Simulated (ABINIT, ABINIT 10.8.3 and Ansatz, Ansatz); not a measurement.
**CaGaSiH (P3m1): Bethe-Salpeter spectra with ABINIT**

Aim: follow the lowest exciton of CaGaSiH (P3m1) as the mesh is refined.

Method: LDA and many-body steps on it, plane waves, in ABINIT 10.8.3 and Ansatz 0.2.0.

**1. The structure**

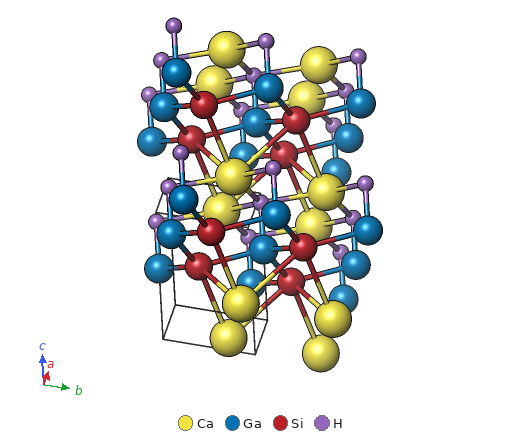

The cell as given, from a free direction (calcium yellow, gallium blue, silicon red, hydrogen purple). 2×2×2 cells are drawn. Some periodic images of atoms are drawn too.

The cell and positions come from the Crystallography Open Database and are kept as given unless a step says otherwise.

**2. Empty states on the mesh, 3×3×2 mesh, 55 bands**

This step: ABINIT 10.8.3; DFT, LDA, plane waves, norm-conserving pseudopotentials.

The sums over transitions need many empty states on a uniform mesh; this step solves for them.

Contents of run.abi:

```
acell 3*1.0 Angstrom
rprim 
  4.091099999987 0.000000000003 0.000000000000
  -2.045549999996 3.542996529410 0.000000000000
  0.000000000000 0.000000000000 4.762800000000
ntypat 4
znucl 20 31 14 1
natom 4
typat 1 2 3 4
xred 
  0.333333333333 0.666666666667 0.000000000000
  -0.000000000000 0.000000000000 0.556800000000
  0.666666666667 0.333333333333 0.433700000000
  -0.000000000000 0.000000000000 0.925000000000
pp_dirpath "pseudos"
pseudos "Ca.upf, Ga.upf, Si.upf, H.upf"
ecut 45
ngkpt 3 3 2
nshiftk 1
shiftk 0 0 0
kptopt 1
chksymbreak 0
iscf -2
irdden 1
istwfk *1
nband 55
nbdbuf 4
tolwfr 1e-09
nstep 60
prtvol 0
indata_prefix "in"
outdata_prefix "out"
tmpdata_prefix "tmp"
```

The run is started by

```console
> OMP_NUM_THREADS=1 mpirun -n 4 abinit run.abi > log
```

Numbers of over 12 decimals in the logs are rounded to 6 here.

Log:

```text
.Version 10.8.3 of ABINIT. v10.8.2 released Aug 2026.

 Symmetries : space group P3 m 1 (#156); Bravais hP (primitive hexag.)
[... echo of the input left out ...]
== DATASET  1 ==================================================================
-   mpi_nproc: 4, omp_nthreads: 1 (-1 if OMP is not activated)

--- !DatasetInfo
iteration_state: {dtset: 1, }
dimensions: {natom: 4, nkpt: 6, mband: 55, nsppol: 1, nspinor: 1, nspden: 1, mpw: 6732, }
cutoff_energies: {ecut:  45.0, pawecutdg:  -1.0, }
[...]
0.70863    0.71112    0.72564    0.72564    0.76013    0.76013    0.82356    0.87847
   0.93892    1.05044    1.05044    1.09132    1.09132    1.09872    1.14679    1.15892
   1.15892    1.19532    1.26073    1.26073    1.27359    1.27359    1.32227
 prteigrs : prtvol=0 or 1, do not print more k-points.

== END DATASET(S) ==============================================================
================================================================================

 -outvars: echo values of variables after computation  --------
            nband          55
             nkpt           6
          spgroup         156
 [... the other variables as echoed above ...]

 Calculation completed.
```

Elapsed: 27 s, on 4 MPI ranks of Intel Xeon 6975P-C (Granite Rapids), shared host; peak memory 0.38 GiB.

Numbers from this step:

```yaml
gap: 0.3078 eV
k_of_the_valence_top: 0, 0, 0.5
k_of_the_conduction_bottom: 0.3333, 0.3333, 0
least_direct_gap: 1.210 eV
k_points_computed: 6
lowest_point_of_the_top_converged_band_above_the_valence_top: 24.67 eV
```

On this mesh the gap is 0.308 eV.

The density comes from a self-consistent run that is not shown.

**3. Screening, 3×3×2 mesh, 51 bands, screening to 98 eV**

The RPA dielectric matrix is built and inverted for each q.

This step: RPA screening on LDA, plane waves, norm-conserving pseudopotentials.

Edit run.abi of step 2 so:

```diff
@@ -22,10 +22,11 @@
 chksymbreak 0
-iscf -2
-irdden 1
 istwfk *1
-nband 55
-nbdbuf 4
-tolwfr 1e-09
-nstep 60
-prtvol 0
+occopt 1
+irdwfk 1
+optdriver 3
+nband 51
+ecuteps 3.6
+inclvkb 2
+awtr 1
+symchi 1
 indata_prefix "in"
```

Log:

```text
.Version 10.8.3 of ABINIT. v10.8.2 released Aug 2026.

 Symmetries : space group P3 m 1 (#156); Bravais hP (primitive hexag.)
[... echo of the input left out ...]
== DATASET  1 ==================================================================
-   mpi_nproc: 4, omp_nthreads: 1 (-1 if OMP is not activated)

--- !DatasetInfo
iteration_state: {dtset: 1, }
dimensions: {natom: 4, nkpt: 6, mband: 51, nsppol: 1, nspinor: 1, nspden: 1, mpw: 6732, }
cutoff_energies: {ecut:  45.0, pawecutdg:  -1.0, }
[...]
--------------------------------------------------------------------------------
[... chi0 elements left out ...]
 For q-point:  0.000010 0.000020 0.000030
  dielectric constant =  35.6462
  dielectric constant without local fields =  39.6900

  Average fulfillment of the sum rule on Im[epsilon] for q-point    1 :     30.18  [%]
[... wings left out ...]
  q-point number  2        q = ( 0.333333, 0.000000, 0.000000) [r.l.u.]
--------------------------------------------------------------------------------
[... chi0 elements left out ...]
  Average fulfillment of the sum rule on Im[epsilon] for q-point    2 :     37.14  [%]

 [... 4 further q-points ...]
```

Elapsed: 14 s, on 4 MPI ranks; peak memory 0.73 GiB.

This step gave:

```
ε∞ with local fields, on this mesh, along the program's q direction : 35.65
the same without local fields                                       : 39.69
plasma frequency                                                    : 26.81 eV
plane waves in the screening matrix                                 : 157
```

Local fields lower ε∞ by 10 %. On a Γ-centred mesh this coarse the value itself is usually too large, while a short band sum pulls it down.

**4. Self-energy, 3×3×2 mesh, 51 bands, screening to 98 eV**

The self-energy is evaluated for the states that the input lists, and the levels follow from it, in one-shot runs by the linearised quasiparticle equation.

This step: G0W0 on LDA, plane waves, norm-conserving pseudopotentials.

Edit run.abi of step 3 so:

```diff
@@ -25,8 +25,19 @@
 irdwfk 1
-optdriver 3
+optdriver 4
 nband 51
+gwcalctyp 0
+ecutsigx 45
+symsigma 1
+nkptgw 3
+kptgw 
+  0.0000000000 0.0000000000 0.5000000000
+  0.3333333333 0.3333333333 0.0000000000
+  0.0000000000 0.0000000000 0.0000000000
+bdgw 
+  16 21
+  17 20
+  17 21
 ecuteps 3.6
-inclvkb 2
-awtr 1
-symchi 1
+irdscr 1
+ppmodel 1
 indata_prefix "in"
```

Log:

```text
.Version 10.8.3 of ABINIT. v10.8.2 released Aug 2026.

 Symmetries : space group P3 m 1 (#156); Bravais hP (primitive hexag.)
[... echo of the input left out ...]
== DATASET  1 ==================================================================
-   mpi_nproc: 4, omp_nthreads: 1 (-1 if OMP is not activated)

--- !DatasetInfo
iteration_state: {dtset: 1, }
dimensions: {natom: 4, nkpt: 6, mband: 51, nsppol: 1, nspinor: 1, nspden: 1, mpw: 6732, }
cutoff_energies: {ecut:  45.0, pawecutdg:  -1.0, }
[...]
Band     E0 <VxcDFT>   SigX SigC(E0)      Z dSigC/dE  Sig(E)    E-E0       E
[...]
20   8.904 -11.262  -6.289  -3.869   0.778  -0.285 -10.402   0.860   9.763
       21   8.904 -11.262  -6.289  -3.869   0.778  -0.285 -10.402   0.860   9.763

== END DATASET(S) ==============================================================
================================================================================

 -outvars: echo values of variables after computation  --------
           etotal      0.0000000000E+00
            nband          51
             nkpt           6
          spgroup         156
 [... the other variables as echoed above ...]

 Calculation completed.
```

The job ended after 7.5 s (4 MPI ranks; peak memory 0.64 GiB).

This step gave:

```
G0W0 gap on the points computed              : 1.078 eV
starting gap on the mesh                     : 0.3078 eV
k of the valence top                         : 0, 0, 0.5
k of the conduction bottom                   : 0.3333, 0.3333, 0
least direct G0W0 gap on the computed points : 2.032 eV
```

The gap on the mesh goes from 0.31 eV to 1.08 eV, a correction of +0.77 eV.

The gap opens by 0.770 eV; the next steps shift the empty bands rigidly by 0.770 eV. The least direct G0W0 gap is 2.032 eV, so this shift leaves the direct transitions −0.05 eV off.

**5. Excitons**

Light makes an electron and a hole together. The Bethe-Salpeter equation adds their screened attraction and their exchange, in a window of bands around the gap.

This step: Bethe-Salpeter equation on LDA with a scissors shift, plane waves, norm-conserving pseudopotentials.

Edit run.abi of step 4 so:

```diff
@@ -25,19 +25,17 @@
 irdwfk 1
-optdriver 4
-nband 51
-gwcalctyp 0
-ecutsigx 45
-symsigma 1
-nkptgw 3
-kptgw 
-  0.0000000000 0.0000000000 0.5000000000
-  0.3333333333 0.3333333333 0.0000000000
-  0.0000000000 0.0000000000 0.0000000000
-bdgw 
-  16 21
-  17 20
-  17 21
+optdriver 99
+bs_calctype 1
+mbpt_sciss 0.770 eV
+bs_loband 15
+nband 26
+bs_exchange_term 1
+bs_coulomb_term 11
+bs_coupling 0
+bs_algorithm 1
+bs_freq_mesh 0 8 0.05 eV
+zcut 0.15 eV
 ecuteps 3.6
+ecutwfn 22.5
+inclvkb 2
 irdscr 1
-ppmodel 1
 indata_prefix "in"
```

Log:

```text
.Version 10.8.3 of ABINIT. v10.8.2 released Aug 2026.

 Symmetries : space group P3 m 1 (#156); Bravais hP (primitive hexag.)
[... echo of the input left out ...]
== DATASET  1 ==================================================================
-   mpi_nproc: 4, omp_nthreads: 1 (-1 if OMP is not activated)

--- !DatasetInfo
iteration_state: {dtset: 1, }
dimensions: {natom: 4, nkpt: 6, mband: 26, nsppol: 1, nspinor: 1, nspden: 1, mpw: 2382, }
cutoff_energies: {ecut:  22.5, pawecutdg:  -1.0, }
electrons: {nelect:   3.60000000E+01, charge:   0.00000000E+00, occopt:   1.00000000E+00, tsmear:   1.00000000E-02, }

 Exciton: Calculation of dielectric properties by solving the Bethe-Salpeter equation
 in frequency domain and reciprocal space on a transitions basis set.
 Based on a program developed by L. Reining, V. Olevano, F. Sottile,
 S. Albrecht, and G. Onida. Incorporated in ABINIT by M. Giantomassi.

.Using double precision arithmetic ; gwpc =  8

[... cell and pseudopotentials left out ...]
--------------------------------------------------------------------------------

 ==== K-mesh for the wavefunctions ====
 Number of points in the irreducible wedge :     6
[... list of points left out ...]
 Together with  6 symmetry operations and time-reversal symmetry
 yields    18 points in the full Brillouin Zone.

 ==== Q-mesh for the screening function ====
 Number of points in the irreducible wedge :     6
[... list of points left out ...]
 Together with  6 symmetry operations and time-reversal symmetry
 yields    18 points in the full Brillouin Zone.

 vcoul_init : cutoff-mode = AUXILIARY_FUNCTION
 q-points for optical limit:   1
     1)      0.000010    0.000020    0.000030
 setmesh: FFT mesh size selected  =    20x   20x   27
          total number of points  =        10800

 ==== Fundamental parameters for the solution of the Bethe-Salpeter equation: ====
 Algorithm: Direct diagonalization.
 Dimension of the v, W matrices,  npweps  = 157
 Cutoff for the wavefunctions,    npwwfn  = 2365
 Number of k-points in the IBZ,   nkibz   = 6
 Highest empty band included,     nband   = 26
 === Spin UP ===
 Number of resonant transitions          576
 Lowest occupied state                   15
 Highest occupied state                  18
 Lowest unoccupied state                 19
 Highest unoccupied state                26
 Minimum frequency [eV]           Emin    =   0.00
 Maximum frequency [eV]           Emax    =   8.00
 Frequency step [eV]              dE      =   0.05
 Lorentzian broadening [eV]       eta     =   0.15
 RPA L0 with KS energies and KS wavefunctions
 Scissors operator energy [eV] =          0.77
 Local fields effects (v term) included
 Excitonic effects (W term) included
 Full W_GG' included
 W is read from an external SCR file
 Resonant-only calculation (Hermitian case)

 Calculating epsilon_Macro(q-->0,w), along the following directions:
 q = (  1.065589  0.000000  0.000000) [r.l.u.]
 q = (  0.000000  1.065589  0.000000) [r.l.u.]
 q = (  0.000000  0.000000  1.432456) [r.l.u.]
 q = (  1.230436 -0.615218  0.000000) [r.l.u.]
 q = (  0.000000  1.065589  0.000000) [r.l.u.]
 q = (  0.000000  0.000000  1.432456) [r.l.u.]
 Number of electrons calculated from density =   35.6831; Expected =   36.0000
 average of density, n =  0.076594
 r_s =    1.4607
 omega_plasma =   26.6964 [eV]

. Writing resonant excitonic Hamiltonian on file out_BSR; file size=   0.00 [Gb].
 Direct diagonalization of the resonant excitonic Hamiltonian, Matrix size= 576
. Using LAPACK sequential version.
 Excitonic eigenvalues in eV up to n=   32
   1.94503   1.95383   1.95596   2.04622   2.04627   2.22846   2.23030   2.29238
   2.33623   2.33900   2.34514   2.51524   2.51871   2.71353   2.71429   2.74508
   2.75220   2.75236   2.75665   2.86667   2.86704   2.93275   2.94912   2.95204
   3.01844   3.02156   3.02209   3.22714   3.23346   3.23620   3.24512   3.47009

 First excitonic eigenvalue=    1.95 [eV]
 Last  excitonic eigenvalue=   14.52 [eV]

 GW  direct gap       1.98  0.00 [eV]
 EXC direct gap       1.95  0.00 [eV]
 EXC binding energy   0.04  0.00 [eV]

 Excitonic eigenvalues up to the GW energy gap [eV]
  1 (  1.95  0.00)
  2 (  1.95  0.00)
  3 (  1.96  0.00)

 Macroscopic dielectric function:
 omega [eV] <KS_RPA_nlf>  <GW_RPA_nlf>  <BSE>
   0.0000  42.2588   0.0000  30.7191   0.0000  33.0012   0.0000
   0.0500  42.2890   0.1886  30.7291   0.0607  33.0137   0.0767
   0.1000  42.3802   0.3795  30.7590   0.1217  33.0515   0.1539
   0.1500  42.5331   0.5750  30.8091   0.1834  33.1147   0.2319
   0.2000  42.7497   0.7775  30.8795   0.2459  33.2036   0.3112
   0.2500  43.0324   0.9899  30.9707   0.3097  33.3187   0.3923
   0.3000  43.3844   1.2152  31.0830   0.3750  33.4608   0.4757
   0.3500  43.8102   1.4571  31.2170   0.4423  33.6305   0.5619
   0.4000  44.3150   1.7199  31.3734   0.5119  33.8289   0.6516
   0.4500  44.9055   2.0088  31.5530   0.5843  34.0571   0.7452

 Writing KS-RPA macroscopic dielectric function without local fields to file: out_RPA_NLF_MDF
 Writing GW-RPA macroscopic dielectric function without local fields to file: out_GW_NLF_MDF
 Writing EXC Macroscopic dielectric function to file: out_EXC_MDF

== END DATASET(S) ==============================================================
================================================================================

 -outvars: echo values of variables after computation  --------
           etotal      0.0000000000E+00
            nband          26
             nkpt           6
          spgroup         156
 [... the other variables as echoed above ...]

 Calculation completed.
```

Wall time 14 s (4 MPI ranks); peak memory 0.41 GiB.

This step gave:

```
direct gap of the transition levels                            : 1.981 eV
transitions in the window                                      : 576
first strong exciton (over a fiftieth of the strongest listed) : 1.945 eV
lowest state                                                   : 1.945 eV
binding of the lowest state below the direct gap               : 0.03557 eV
Coulomb term of one mesh cell                                  : 0.1067 eV
```

The binding is 0.33 times the screened Coulomb term of one mesh cell (0.11 eV), so it is not shown settled.

The lowest state lies at 1.945 eV, 0.036 eV under the direct gap.

Lines within 3 meV are set at the lowest of them, and the highest group, which the list may cut short, is left out; lines within 3 meV are set at the lowest of them, and the highest group, which the list may cut short, is left out. Exciton lines, with heights relative to the strongest:

```
position (eV)  lines merged  oscillator strength, relative
        1.945             1                            7.3
        1.954             2                             12
        2.046             2                             16
        2.228             2                            100
        2.292             1                            0.0
        2.336             2                            5.9
        2.345             1                            1.4
        2.515             1                            7.9
        2.519             1                            8.0
```

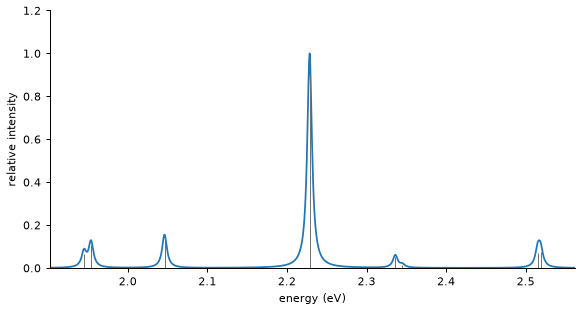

The exciton spectrum, broadened with Lorentzians of width 0.0072 eV; bars mark the lines.

The ε₂ has structure finer than the step of the table below, so its rows give means over 0.5 eV, whole bins alone (the curve runs from 0 to 7.95 eV). Peaks (eV: height): BSE 2.25: 108, 2.95: 62.8, 3.75: 36.9; no electron-hole interaction 2.35: 80.9, 3.05: 69.1, 3.85: 50.9; Kohn-Sham, no shift 1.60: 80.3, 2.30: 68.2, 3.10: 50.8.

Mean over the three Cartesian directions of q; broadening 0.15 eV; transition window only. Limits: finite bands, cutoff and mesh; no spin-orbit coupling; coarse k mesh; exciton not shown settled in the k mesh. ε₂ against photon energy; means over each step:

```
photon energy (eV)    BSE  no electron-hole interaction  Kohn-Sham, no shift
               0.5  0.867                         0.676                 2.52
               1.0   2.45                          1.83                 15.7
               1.5   8.71                          5.68                 60.8
               2.0   61.8                          34.7                 49.3
               2.5   57.7                          61.7                 38.0
               3.0   44.3                          51.6                 35.4
               3.5   22.5                          24.7                 22.2
               4.0   24.0                          36.7                 11.5
               4.5   11.0                          15.3                 7.73
               5.0   7.29                          10.2                 7.22
               5.5   5.40                          6.40                 5.98
               6.0   6.52                          7.00                 4.22
               6.5   5.81                          5.28                 2.51
               7.0   3.50                          3.58                 2.12
               7.5   1.86                          1.99                 2.27
```

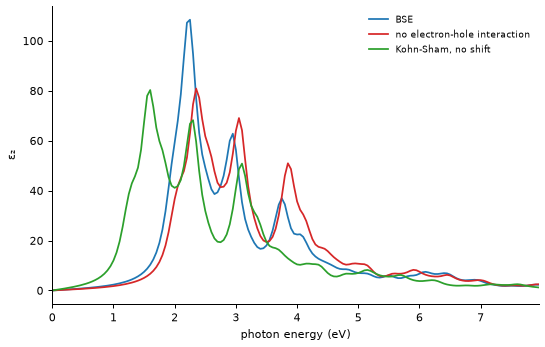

ε₂ against photon energy.

(Part 1 of 3 ends here.)

[Paths, hosts, dates, memory and timing lines, banners, echoed tables and standing remarks are left out of the program output.]

[Logs are printed without paths, hosts, clocks, repeated set-up lines and the standing remarks that a program may print on its own settings, such as how far it seeks lower states.]

[Runs of the session that timed out or met a known fault of the program may be left out.]

[Hosts, paths, dates, database ids (printed as entryN), source tags and the programs' standing remarks are cut or masked in the printed files.]

[G0W0 gaps are taken among the corrected bands and points alone; a level outside them can change the order at an edge.]

[Where Ansatz stands beside ABINIT at settings called matched, ABINIT's density can come from a denser mesh and the files from another edition; pairs whose starting gaps differed by over 0.03 eV were left out, so agreement reads better than it is.]
